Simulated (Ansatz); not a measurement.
# Ta (Im-3m, 1 atom in the cell): from the cell to its phonons, part 2 of 2

Aim: the vibrations of Ta (Im-3m, 1 atom in the cell), their spectra, and whether the structure is stable.

Ansatz 0.2.0; DFT PBEsol, scalar-relativistic, plane waves, PAW.

So far. Step 3 (Tight relaxation): The forces vanish by symmetry and the pressure is 0.000 GPa, within the tolerances set. The cell now holds 17.67 Å³/atom. The relaxed cell has a = 3.282 Å (conventional setting).

**4. Phonons on a q mesh**

Stability and thermal properties need the whole zone. Linear response on a 4×4×4 q mesh gives force constants as far as a supercell of that size would.

Contents of input.yaml:

```yaml
crystal:
  lattice:
    - [-1.6408842579, 1.6408842579, 1.6408842579]
    - [1.6408842579, -1.6408842579, 1.6408842579]
    - [1.6408842579, 1.6408842579, -1.6408842579]
  atoms:
    - { symbol: Ta, position: [0.0, 0.0, 0.0] }
kpoints:
  mp_grid: { grid: [20, 20, 20] }
hamiltonian:
  xc: pbesol
scf:
  occupations: { method: methfessel_paxton, width: 0.2 }
output:
  eigenvalues: true
phonons:
  method: dfpt
  qmesh: [4, 4, 4]
  temperatures: { t_max: 1000, t_step: 50 }
  qpath:
    path:
      - [[0.0, 0.0, 0.0], [0.5, -0.5, 0.5], [0.0, 0.0, 0.5], [0.0, 0.0, 0.0], [0.25, 0.25, 0.25], [0.5, -0.5, 0.5]]
      - [[0.25, 0.25, 0.25], [0.0, 0.0, 0.5]]
    npoints: 10
```

Run with:

```
$ ansatz run input.yaml --threads 4 --pin off --max-ram 7168MiB --backend cpu --events-out ev --progress --plain --runs-dir out
```

Numbers of over 12 decimals in the logs are rounded to 6 here.

What it wrote:

```text
[...]
Crystal: 1 atoms, lattice volume = 17.672 Å³
Basis set: ecut = 420 eV, 369 PW (Γ), exchange–correlation on 40×40×40 points (8 copies of the dense FFT grid, shifted against one another)
Bands: 11, of which v1, the nominal top of the filled ones, is band 7 counted from 1 (6 counted from 0)
Symmetry: 48 space group operations
k-points: 256 of 8000
[...]
SCF iter   1: F=—  HF=-9806.499131 eV  |F-HF|=—  |Δ(HF+E_count)|=         —  Δρ=2.20e-3  dr2=2.27e-4  ethr=1.77e-3  ⟨swp⟩=5.1  Hψ=14903  notcnv=0
[...]
SCF iter   8: F=-9806.499169 eV  HF=-9806.499169 eV  |F-HF|=1.82e-12  |Δ(HF+E_count)|=  9.09e-12  S|Δr|=    0.00e0  Δρ=1.30e-7  dr2=8.33e-13  ethr=1.00e-12  ⟨swp⟩=4.7  Hψ=9201  notcnv=0
SCF 1 converged in 8 iterations: F = -9806.499169 eV  dr2 = 8.33e-13
[...]
NSCF: frozen V_eff on 256 k-points
[...]
DFPT response loops at q = (0, 0, 0) (fractional): preconditioner auto → Kerker (q_TF=auto, 2.592 Å⁻¹) (partly filled bands, converged f_vac=0.000); β = 1.00, the filter's whole step (`scf.mixing.beta` (0.50) is not read by the response loops under this deck's `scf.mixing.preconditioner`; to damp them name `kerker` or `kerker_dos`, under which they read `scf.mixing.beta`, and type it under 1.00, their step now; both keys bind the ground state too); Broyden in place of MSR1
[...]
SCF converged after 8 iterations
[...]
Free energy (F): -9806.499169 eV
[...]
Internal energy: -9806.500133 eV  (E = F + TS)
E sigma→0 (E₀):  -9806.499410 eV
Entropy (-TS):   0.000964 eV (0.964 meV/atom)
Fermi energy:    18.850459 eV
[...]
--- Band table (eV; the first three rows and the last of 256) ---
  k-point 0: bands = [... 3 lower, -14.0392, 10.8949, 19.5928, 19.5928, 19.5928, 22.9312, 22.9312, 33.5886]
  k-point 1: bands = [... 3 lower, -14.0394, 11.0095, 19.5173, 19.5726, 19.7057, 22.8034, 22.9310, 33.6942]
  k-point 2: bands = [... 3 lower, -14.0400, 11.3436, 19.3060, 19.4899, 20.0412, 22.5174, 22.9356, 33.9733]
  k-point 255: bands = [... 3 lower, -14.9137, 14.9478, 14.9478, 25.8733, 25.8733, 25.8733, 27.6579, 27.6579]
--- Phonons (Γ-DFPT): 1 representative perturbation + reference (Σ response iterations 3) ---
  ASR residual: 6.128e-5 → 0.000e0 eV/Å²; symmetrization residual: 1.137e-13 eV/Å²
  ASR residual per site (eV/Å²): 6.13e-5
  Γ frequencies (cm⁻¹): 0.00 0.00 0.00
--- Phonons (arbitrary-q DFPT): 8 irreducible q on the 4×4×4 mesh ---
  q = [0.0000, 0.0000, 0.0000] (star 1, of the zone-centre solve; hermiticity 1.06e-9, symmetrization 1.86e-9): -0.00 0.00 0.00
  q = [0.0000, 0.0000, 0.2500] (star 12, 2 solved perturbations in 6410 linear systems a pass and spin channel, the states on 4200 of 8000 k-point pairs; hermiticity 1.37e-14, symmetrization 2.29e-14): 61.81 78.77 116.16
[...]
q = [0.2500, 0.2500, 0.2500] (star 2, 1 solved perturbation on 1116 of 8000 k-point pairs; hermiticity 6.49e-14, symmetrization 1.31e-13): 128.25 128.25 128.25
[...]
sum rule: each row above includes the acoustic sum rule's correction from the zone centre's row sums; it moved no ω² by more than (0.30 cm⁻¹)²
  mesh force constants: q→R imaginary residual 0.00e0; ASR residual 6.128e-5 → 0.000e0 eV/Å²; symmetrization residual 1.776e-15 eV/Å²
  interpolated dispersion: 62 rows × 3 modes
  density of states and harmonic sums: on the 28×28×28 q-mesh, interpolated from the force constants of a 4×4×4 supercell (no non-analytic term)
  largest difference from the sums on the solved wave vectors: F 1.60e-2 eV, S 2.01e-5 and C_V 4.32e-6 eV/K
  zero-point energy: 0.021380 eV/cell   skipped modes (ω ≤ 0): 3   left out of the sums: 4.56e-5 of the cell's modes: C_V's classical limit lies that fraction below 3 k_B per atom; for a crystal, a wire or a layer, F and S can be off by more, and a phonons.interpolated_qmesh denser along its periods is the remedy for the sampling
```

Wall time 2.2 min (4 threads of Arm Neoverse V1, shared host); peak memory 3.5 GiB.

Numbers from this step:

- sum-rule residual before enforcement: 6.13e-5 eV/Å²
- lowest frequency on the path: 0 cm⁻¹
- highest frequency on the path or at a solved wavevector: 167.5 cm⁻¹
- mean frequency: 115 cm⁻¹
- Debye temperature (second moment): 222 K
- logarithmic mean frequency: 109.3 cm⁻¹
- lowest mode on the q mesh (acoustic modes at Γ apart): 61.81 cm⁻¹
- zero-point energy per atom: 21.38 meV
- heat capacity at 300 K: 24.27 J/(mol atoms K)
- vibrational entropy at 300 K: 41.40 J/(mol atoms K)

Frequencies (cm⁻¹) solved at each irreducible wavevector; negative means imaginary. Frequencies by wavevector, by row:

```tsv
q in reciprocal lattice units	star	mode 1	mode 2	mode 3
0 0 0	1	0	0	0
0 0 0.25	12	61.8	78.8	116.2
0 0 -0.5	6	92.5	136.9	147.5
0 0.25 0.25	24	93.8	103.9	151.4
0.25 0.25 0.25	2	128.2	128.2	128.2
0.25 0.25 -0.25	6	107.5	107.5	145.8
0.25 -0.5 -0.5	12	107.6	144.7	156.9
-0.5 -0.5 -0.5	1	167.5	167.5	167.5
```

Interpolated from a 4×4×4 q mesh. The phonon branches at the labelled points (cm⁻¹):

```tsv
point	branch 1	branch 2	branch 3
Γ	0	0	0
H	168	168	168
N	92	137	148
Γ	0	0	0
P	128	128	128
H	168	168	168
jump to P	128	128	128
N	92	137	148
```

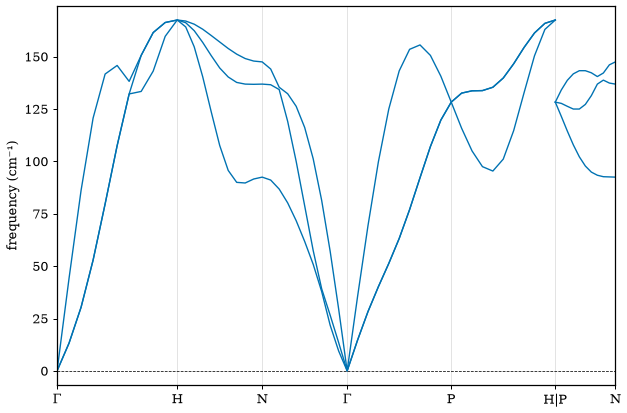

Phonon branches along the path.

The phonon density of states has structure finer than the step of the table below, so its rows give means over 10 cm⁻¹, whole bins alone (the curve runs from 1 to 167 cm⁻¹). Peaks (cm⁻¹: height): 91.0: 0.0491, 145.0: 0.0890.

Tetrahedra on a 28×28×28 mesh, mean over bins of 2 cm-1. Interpolated from a 4×4×4 q mesh. Table of phonon density of states by wavenumber; means over each step:

```tsv
wavenumber (cm⁻¹)	phonon density of states (1/cm⁻¹/cell)
10	3.5e-4
20	0.00120
30	0.00240
40	0.00398
50	0.00595
60	0.00841
70	0.0117
80	0.0175
90	0.0383
100	0.0273
110	0.0196
120	0.0219
130	0.0267
140	0.0522
150	0.0523
160	0.00921
```

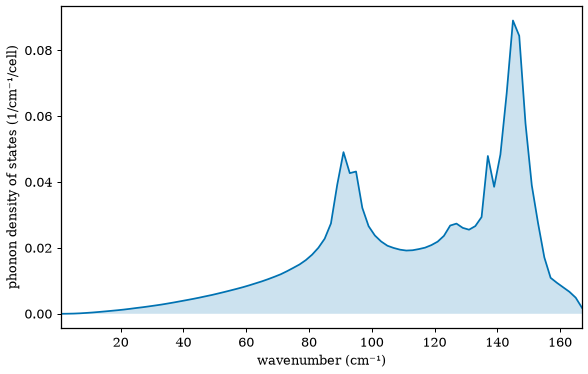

Phonon density of states against wavenumber.

Second derivatives of the energy by pair, one row for each kind of neighbour of each atom listed. Each entry sums the pair over the periodic images of the supercell that the q mesh stands for, and in a polar crystal it holds the long-range dipole part too. Force constants by pair, by row:

```tsv
atom	neighbour	distance (Å)	third of the trace (eV/Å²)	along the pair's line (eV/Å²)
Ta1	itself	0	9.467	–
Ta1	Ta	2.842	-0.9909	-2.427
Ta1	Ta	3.282	-0.1434	-0.2007
Ta1	Ta	4.641	-0.0137	-0.4605
Ta1	Ta	5.442	-0.0587	-0.3571
Ta1	Ta	5.684	0.0477	0.4201
Ta1	Ta	6.564	0.2796	0.9614
Ta1	Ta	7.338	-0.0223	-0.0157
```

Harmonic thermodynamic functions per atom, from the density of states. Interpolated from a 4×4×4 q mesh. Thermodynamic functions, by row:

```tsv
T (K)	F_vib (meV/atom)	S (J/mol-atom/K)	C_V (J/mol-atom/K)
0	21.38	0	0
50	20.54	5.489	11.14
100	14.78	16.47	19.77
200	-10.87	31.7	23.48
300	-49.06	41.4	24.27
400	-95.78	48.43	24.56
500	-148.9	53.92	24.7
600	-207.2	58.43	24.77
700	-269.8	62.26	24.82
800	-336.1	65.57	24.85
900	-405.6	68.5	24.87
1000	-478	71.12	24.88
```

Harmonic mean-square displacement, third of the trace. Interpolated from a 4×4×4 q mesh. Mean square displacements, by row:

```tsv
T (K)	Ta1 U_eq (Å²)
0	9.20e-4
100	0.00188
300	0.00508
600	0.01004
```

Symmetry leaves 8 wavevectors to solve. The lowest mode among them, the acoustic zeros apart, lies at q = (0, 0, 0.25) and is real, 61.8 cm⁻¹.

**5. The same by displaced supercells**

Finite displacements in a 2×2×2 supercell give force constants from forces alone. They are exact at the wavevectors that the supercell holds, where they check the linear-response result.

input.yaml, as its differences from that of step 4:

```diff
@@ -16,4 +16,4 @@
 phonons:
-  method: dfpt
-  qmesh: [4, 4, 4]
+  method: fd
+  supercell: [2, 2, 2]
   temperatures: { t_max: 1000, t_step: 50 }
```

What it wrote:

```text
[...]
Crystal: 8 atoms, lattice volume = 141.379 Å³
Basis set: ecut = 420 eV, 2779 PW (Γ), exchange–correlation on 80×80×80 points (8 copies of the dense FFT grid, shifted against one another)
Bands: 69, of which v1, the nominal top of the filled ones, is band 52 counted from 1 (51 counted from 0)
Symmetry: 384 space group operations
k-points: 47 of 1000
[...]
SCF iter   1: F=—  HF=-78451.993353 eV  |F-HF|=—  |Δ(HF+E_count)|=         —  Δρ=2.44e-7  dr2=6.17e-11  ethr=1.00e-12  ⟨swp⟩=3.0  Hψ=8256  notcnv=0
[...]
SCF iter   2: F=-78451.993353 eV  HF=-78451.993353 eV  |F-HF|=4.37e-11  |Δ(HF+E_count)|=  5.82e-11  S|Δr|=    0.00e0  Δρ=1.46e-7  dr2=2.29e-11  ethr=1.00e-12  ⟨swp⟩=3.4  Hψ=7601  notcnv=0
SCF 1 converged in 2 iterations: F = -78451.993353 eV  dr2 = 2.29e-11
[...]
Symmetry: 8 space group operations
k-points: 102 of 1000 (time reversal used)
[...]
SCF iter   6: F=-78451.993320 eV  HF=-78451.993320 eV  |F-HF|=2.91e-11  |Δ(HF+E_count)|=  1.46e-11  S|Δr|=    0.00e0  Δρ=2.26e-8  dr2=5.91e-13  ethr=1.00e-12  ⟨swp⟩=6.1  Hψ=29635  notcnv=0
SCF 2 converged in 6 iterations: F = -78451.993320 eV  dr2 = 5.91e-13
[...]
SCF converged after 2 iterations
[...]
Free energy (F): -78451.993353 eV
[...]
Internal energy: -78452.001067 eV  (E = F + TS)
E sigma→0 (E₀):  -78451.995282 eV
Entropy (-TS):   0.007714 eV (0.964 meV/atom)
Fermi energy:    18.850458 eV
[...]
--- Band table (eV; the first three rows and the last of 47) ---
  k-point 0: bands = [... 48 lower, 19.5928, 19.5928, 20.5759, 20.5759, 20.5759, 20.5759, 20.5759, 20.5759, ... 13 higher]
  k-point 1: bands = [... 48 lower, 19.5726, 19.7056, 20.2300, 20.2788, 20.3352, 20.3352, 20.3352, 20.3352, ... 13 higher]
  k-point 2: bands = [... 48 lower, 19.4641, 19.4899, 19.6392, 19.7517, 19.7517, 19.7517, 19.7517, 20.0412, ... 13 higher]
  k-point 46: bands = [... 48 lower, 17.8679, 17.8679, 20.1440, 20.1440, 20.1440, 20.1440, 20.1440, 20.1440, ... 13 higher]
--- Phonons: 1 displaced member + reference (amplitude 0.0025 Å, Σ member SCF iterations 6) ---
  symmetry images taken by strict's conditions (phonons.symmetry_images: auto; settled by no image being taken that strict refuses)
  ASR residual: 9.636e-6 → 0.000e0 eV/Å²; symmetrization residual: 7.105e-15 eV/Å²
  largest component of a force at the reference: 1.4e-29 eV/Å
  ASR residual per site (eV/Å²): 9.64e-6
  Γ frequencies (cm⁻¹): 0.00 0.00 0.00
[...]
```

Elapsed: 23 s, on 4 threads; peak memory 1.1 GiB.

Numbers from this step:

```
atoms in the supercell               : 8
sum-rule residual before enforcement : 9.64e-6 eV/Å²
```

Interpolated from a 2×2×2 supercell, rough between the solved points. The phonon branches at the labelled points (cm⁻¹):

```tsv
point	branch 1	branch 2	branch 3
Γ	0	0	0
H	168	168	168
N	92	137	148
Γ	0	0	0
P	132	132	132
H	168	168	168
jump to P	132	132	132
N	92	137	148
```

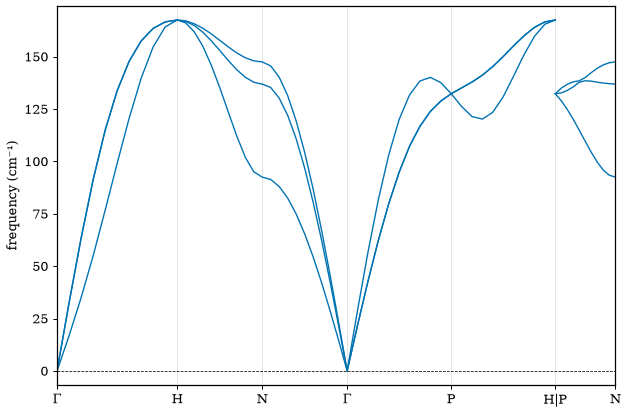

Phonon branches along the path.

The phonon density of states has structure finer than the step of the table below, so its rows give means over 20 cm⁻¹, whole bins alone (the curve runs from 1 to 167 cm⁻¹). Peaks (cm⁻¹: height): 141.0: 0.0798.

Tetrahedra on a 26×26×26 mesh, mean over bins of 2 cm-1. Interpolated from a 2×2×2 supercell, rough between the solved points. The phonon density of states by wavenumber; means over each step:

```tsv
wavenumber (cm⁻¹)	phonon density of states (1/cm⁻¹/cell)
20	5.0e-4
40	0.00206
60	0.00509
80	0.0114
100	0.0246
120	0.0313
140	0.0569
```

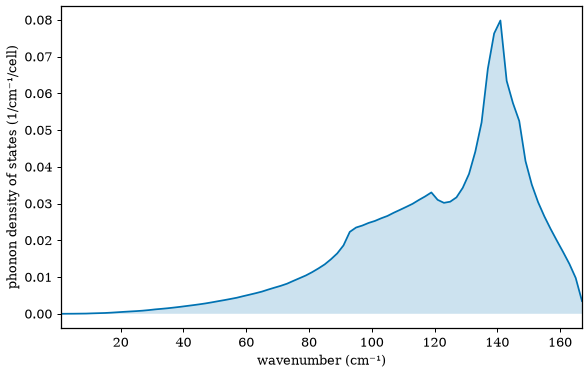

Phonon density of states, plotted against wavenumber.

**6. Results**

```yaml
space_group_after_relaxation_within_0p01_a: Im-3m
volume_per_atom: 17.7 Å³
electronic_character: no gap on this mesh
lowest_mode_on_the_q_mesh_acoustic_modes_at_gamma_apart: 61.8 cm⁻¹
highest_frequency_on_the_path_or_at_a_solved_wavevector: 168 cm⁻¹
zero_point_energy_per_atom: 21.4 meV
heat_capacity_at_300_k: 24.3 J/(mol atoms K)
vibrational_entropy_at_300_k: 41.4 J/(mol atoms K)
debye_temperature_second_moment: 222 K
imaginary_modes_on_the_4x4x4_q_mesh: none
```

**Reading.** The structure is a minimum as far as tested: no mode is imaginary at the 8 irreducible wavevectors of the 4×4×4 mesh, and the softest away from the acoustic zeros lies at 62 cm⁻¹. With no gap, or one that is small against the smearing, the frequencies hang on the k mesh and the smearing, most of all near Kohn anomalies. Spin-orbit coupling is left out, which can matter for the heavy elements here. A phonon run warned that its eigensolver left some bands unconverged in a pass. These are harmonic frequencies at zero temperature: anharmonic shifts, linewidths and thermal expansion are left out.

[Logs are printed without paths, hosts, clocks, repeated set-up lines and the standing remarks that a program may print on its own settings, such as how far it seeks lower states.]

[Hosts, paths, dates, database ids (printed as entryN), source tags and the programs' standing remarks are cut or masked in the printed files.]
